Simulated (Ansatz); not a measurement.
Phonon calculation of CH$_{4}$OSi

System: CH$_{4}$OSi.
Method: RKS PBE/def2-TZVP (Ansatz 0.2.0).

It belongs to a series of runs on one base structure; here: vibrations at the highest image of the band.

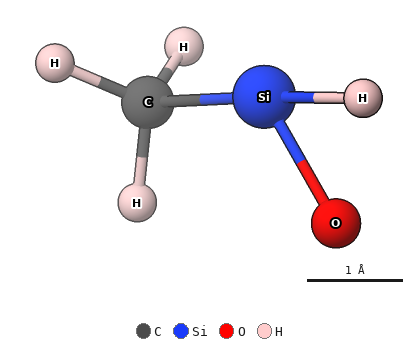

Figure 1. The structure as given in the input (ball-and-stick view, seen at a tilt).

**The input**
```yaml
crystal:
  periodic: [false, false, false]
  atoms:
    - { symbol: C, position_ang: [-0.851154, 0.455736, -0.253945] }
    - { symbol: Si, position_ang: [0.868819, -0.055933, 0.338651] }
    - { symbol: O, position_ang: [1.337467, -1.585025, 0.233866] }
    - { symbol: H, position_ang: [-1.390893, -0.460538, -0.543132] }
    - { symbol: H, position_ang: [-0.769848, 1.12689, -1.123437] }
    - { symbol: H, position_ang: [-1.405438, 0.986799, 0.534217] }
    - { symbol: H, position_ang: [2.272445, -0.53593, 0.768179] }
basis:
  gaussian: { orbitals: def2-TZVP }
hamiltonian:
  xc: pbe
phonons: {}
```

Machine: 2 threads of Arm Neoverse V1, 24 GiB of memory available, shared host.

Launch command:
```bash
ansatz run input.yaml --threads 2 --pin off --max-ram 3072MiB --backend cpu --events-out ev --progress --plain --runs-dir out
```

**Output**
```
Engine: ansatz 0.2.0, aarch64-unknown-linux-gnu
Functional definition: PBE
  parameter kappa = 0.804
  parameter beta = 0.06672455060314922
  exchange = pbe_x(kappa = kappa, mu = beta*pi^2/3)
  correlation = pbe_c(beta = beta)
759 factors; their error is unknown
mean field evaluation 1: about -11001.7365 eV, gradient 9.2e1 eV
mean field evaluation 2: about -10851.9010 eV, gradient 2.1e2 eV
mean field evaluation 4: about -11018.0866 eV, gradient 1.5e1 eV
mean field evaluation 8: about -11018.7746 eV, gradient 1.2e0 eV
mean field evaluation 16: about -11018.7592 eV, gradient 2.7e-3 eV
mean field -11018.75919662 eV, -404.9319316927 hartree, gradient 1.7e-5 eV, S^2 0.000000; 0 other end points of the search recorded, 0 dependent functions left out
the calculation of the forces begins
reference -11018.75923204 eV, -404.9319329941 hartree; 16, 16 occupied and 107, 107 virtual orbitals, 759 factors
these checks for a lower state are left out or cut short: stability, starts, cluster_reference, orbital_swaps, neighbouring_geometries, increment
759 factors; their error is unknown
mean field -11018.75910611 eV, -404.9319283665 hartree, gradient 2.4e-6 eV, S^2 0.000000; 0 other end points of the search recorded, 0 dependent functions left out
[... from here on the field's lines of each further geometry are left out, up to the last ...]
the calculation of the forces begins
reference -11018.75923335 eV, -404.9319330424 hartree; 16, 16 occupied and 107, 107 virtual orbitals, 759 factors
these checks for a lower state are left out or cut short: stability, starts, cluster_reference, orbital_swaps, neighbouring_geometries, increment
759 factors; their error is unknown
mean field evaluation 288: about -11018.7785 eV, gradient 2.5e-1 eV
mean field -11018.75918744 eV, -404.9319313554 hartree, gradient 1.2e-6 eV, S^2 0.000000; 0 other end points of the search recorded, 0 dependent functions left out
the calculation of the forces begins
reference -11018.75922285 eV, -404.9319326566 hartree; 16, 16 occupied and 107, 107 virtual orbitals, 759 factors
WARN: phonons: modes at or below zero, which the zero-point energy, F, S and C_V leave out: 1, the lowest at -1360.72 cm⁻¹. A minimum has none, and a first-order saddle one
Total energy: -11018.75923204 eV, -404.9319329941 hartree
Atom 0 at    -0.851154     0.455736    -0.253945 Å, force     0.004794    -0.000917    -0.007747 eV/Å
Atom 1 at     0.868819    -0.055933     0.338651 Å, force     0.002530     0.003148    -0.003820 eV/Å
Atom 2 at     1.337467    -1.585025     0.233866 Å, force    -0.000236    -0.003142     0.001654 eV/Å
Atom 3 at    -1.390893    -0.460538    -0.543132 Å, force    -0.001582     0.000754     0.000645 eV/Å
Atom 4 at    -0.769848     1.126890    -1.123437 Å, force    -0.002577     0.000196     0.002926 eV/Å
Atom 5 at    -1.405438     0.986799     0.534217 Å, force    -0.000322    -0.000896     0.004238 eV/Å
Atom 6 at     2.272445    -0.535930     0.768179 Å, force    -0.002607     0.000857     0.002104 eV/Å
Dipole moment:    -0.362005     0.510808    -0.048525 e Å
Vibrations: -1360.72 67.52 227.11 241.29 614.27 636.50 718.93 1020.58 1181.08 1371.78 1382.75 2050.88 2952.37 3047.15 3055.57 cm⁻¹, zero-point energy 1.151056 eV
```

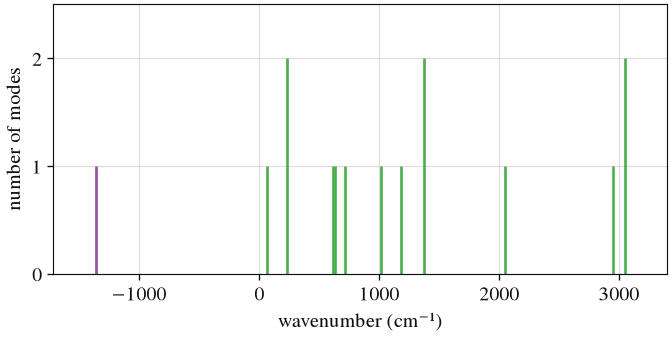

Figure 2. Harmonic vibrational wavenumbers from the force constants; neighbouring modes closer than 20 cm⁻¹ are counted in one stick, and imaginary ones are drawn at negative wavenumbers. 15 modes from 1361i to 3056 cm⁻¹, 1 imaginary beyond 8i (1361i cm⁻¹): a first-order saddle point, if the geometry is stationary.

**Results in brief**

- outcome: converged
- total energy: −11018.7592 eV
- mean-field energy: −11018.7592 eV
- largest force (length of the vector): 0.009 eV/Å
- wall time: 38 s (CPU time 72 s)
- peak memory: 0.12 GiB
